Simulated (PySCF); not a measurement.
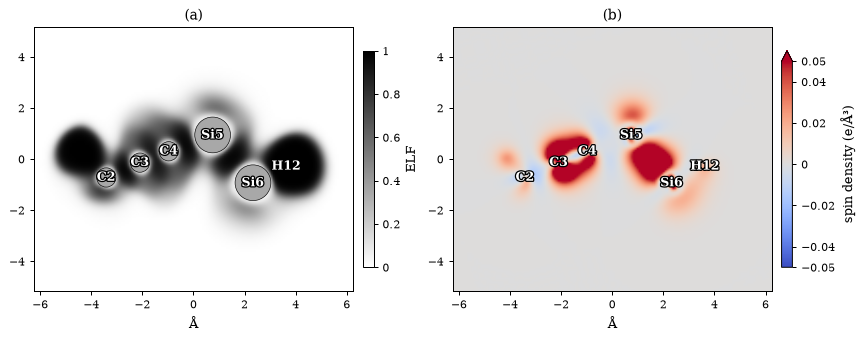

*C₃H₉FSi₃ (SMILES FC[C+]=[C][SiH]([SiH3])[SiH3]) (charge +1, doublet). (a) ELF; (b) spin density (α minus β) on the plane of atoms C4, Si5 and Si6. Grey discs cover the atomic cores in the ELF map.*

Geometry: GFN2-xTB.

Method: PySCF, UKS B3LYP, pcH-1 on C F H Si, non-relativistic, mean-field spin-orbit, GIAO.

```yaml
atoms:
  - { symbol: F, position_ang: [3.7837, -0.8672, -0.0726] }
  - { symbol: C, position_ang: [3.4728, 0.4676, -0.1063] }
  - { symbol: C, position_ang: [2.0383, 0.6413, -0.0747] }
  - { symbol: C, position_ang: [0.8291, 0.7035, -0.0461] }
  - { symbol: Si, position_ang: [-1.0037, 0.7360, 0.0005] }
  - { symbol: Si, position_ang: [-1.9012, -0.6272, -1.8236] }
  - { symbol: Si, position_ang: [-1.8034, -0.4985, 1.9567] }
  - { symbol: H, position_ang: [3.8956, 0.8830, -1.0303] }
  - { symbol: H, position_ang: [3.9419, 0.9388, 0.7672] }
  - { symbol: H, position_ang: [-1.3385, 2.1634, -0.0418] }
  - { symbol: H, position_ang: [-1.4071, 0.0130, -3.0341] }
  - { symbol: H, position_ang: [-3.3489, -0.5339, -1.6586] }
  - { symbol: H, position_ang: [-1.3734, -1.9671, -1.5945] }
  - { symbol: H, position_ang: [-3.2579, -0.4179, 1.8568] }
  - { symbol: H, position_ang: [-1.2529, 0.2252, 3.0937] }
  - { symbol: H, position_ang: [-1.2820, -1.8509, 1.7964] }
```

Q: What do the fields say about this system?

A:
- The section cuts through C, Si and H sites.
- C–C (1.21 Å): the ELF peaks at about 0.85 between the atoms (a short, multiple covalent bond).
- C–Si (1.83 Å): the ELF peaks at about 0.95 between the atoms; a shared electron pair.
- Si–Si (2.45 Å): the ELF peaks at about 1 between the atoms; a covalent bond.
- Si–H (1.46 Å): the ELF climbs to about 1 towards the hydrogen, as it does in any bond to H.
- The unpaired spin (1 electron) lies mostly on Si5 (about 0.2), Si6 (about 0.2), Si7 (about 0.2), C3 (about 0.2) and C4 (about 0.1), in electrons by Hirshfeld's partition.
